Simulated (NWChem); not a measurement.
# PBE/DGauss-DZVP run of GeTe (SMILES [Ge][Te])

Aim: the vertical ionisation energy of GeTe at PBE/DGauss-DZVP, from 2 runs. 

Program for the calculation: NWChem 7.3.0.

## 1. The structure to begin with

GeTe has 2 atoms, charge 0, and is taken as a singlet. As SMILES, `[Ge][Te]`. Geometry: the measured bond length.

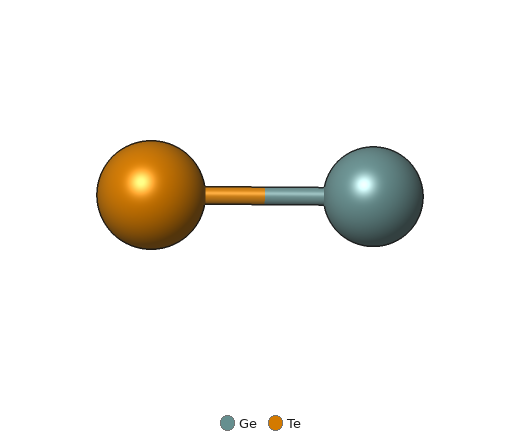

The structure, seen from a chosen angle (germanium teal, tellurium orange).

## 2. A single-point energy at PBE/DGauss-DZVP

The input, a.nw:

```
start a
memory 2200 mb
geometry noautosym nocenter noautoz
  Ge     0.000000     0.000000     0.000000
  Te     0.000000     0.000000     2.340165
end
basis spherical bse
  Ge library DGauss-DZVP
  Te library DGauss-DZVP
end
dft
  xc xpbe96 cpbe96
  grid fine
  convergence energy 1e-08
  maxiter 100
  mulliken
  print low
end
task dft energy
```

The run is started by

```bash
$ nwchem a.nw > a.out
```

Standard output:

```text
[...]
 d= 0,ls=0.0,diis     1  -8689.2708302093 -9.07D+03  5.25D-02  3.62D-01     2.0
[...]
 d= 0,ls=0.0,diis    10  -8689.3393899398 -2.24D-09  4.37D-07  3.74D-10    11.9
         Total DFT energy =    -8689.339389939782
      One electron energy =   -12739.016844042324
           Coulomb energy =     3922.602053196989
    Exchange-Corr. energy =     -249.201888232391
 Nuclear repulsion energy =      376.277289137944
[...]
      Total Density - Mulliken Population Analysis
     ---------------------------------------------
    Atom       Charge   Shell Charges
 -----------   ------   -------------------------------------------------------
    1 Ge  32    31.91   2.00  2.00  2.00  1.15  0.77  6.00  6.01  1.61  0.29  9.88  0.20
    2 Te  52    52.09   2.00  2.00  2.00  2.00  1.14  0.76  6.00  5.99  6.01  3.42  0.71 10.00  9.95  0.10
[...]
```

It took 13 s on 1 thread of AMD EPYC 9R45 (Zen 5), shared host; peak memory 0.11 GiB.

## 3. The doublet cation, same level

The input, gete.nw:

```
start gete
title "GeTe PBE"
memory 2200 mb
charge 1

geometry noautosym nocenter noautoz
  Ge     0.000000     0.000000     0.000000
  Te     0.000000     0.000000     2.340165
end

basis spherical bse
  Ge library DGauss-DZVP
  Te library DGauss-DZVP
end

dft
  xc xpbe96 cpbe96
  mult 2
  grid fine
  convergence energy 1e-08
  iterations 100
  mulliken
  print low
end

task dft energy
```

The run is started by

```bash
$ nwchem gete.nw > gete.out
```

Standard output:

```text
[...]
 d= 0,ls=0.0,diis     1  -8688.7378045492 -9.07D+03  4.32D-02  4.56D-01     2.1
[...]
 d= 0,ls=0.5,diis    31  -8688.9993209200 -6.79D-09  1.39D-06  2.57D-09    38.9
[...]
         Total DFT energy =    -8688.999320924364
      One electron energy =   -12717.741667851278
           Coulomb energy =     3901.441031176774
    Exchange-Corr. energy =     -248.975973387805
 Nuclear repulsion energy =      376.277289137944
[...]
      Total Density - Mulliken Population Analysis
     ---------------------------------------------
    Atom       Charge   Shell Charges
 -----------   ------   -------------------------------------------------------
    1 Ge  32    31.48   2.00  2.00  2.00  1.26  0.69  6.00  6.01  1.34  0.09  9.89  0.21
    2 Te  52    51.52   2.00  2.00  2.00  2.00  1.24  0.69  6.00  5.99  6.02  3.19  0.33 10.00  9.95  0.11
[...]
      <S2> =      0.7528 (Exact =     0.7500)
[...]
```

Wall time 41 s (1 thread of AMD EPYC 9R45 (Zen 5), shared host); peak memory 0.11 GiB.

## 4. Summary of results

Level: PBE/DGauss-DZVP.

```
                                          quantity           value
                        singlet GeTe: total energy  -8689.33939 Eh
                      doublet cation: total energy  -8688.99932 Eh
                              doublet cation: ⟨S²⟩           0.753
vertical ionisation energy (to the doublet cation)        9.254 eV
```

What this shows: The vertical ionisation energy comes to 9.25 eV (893 kJ/mol).
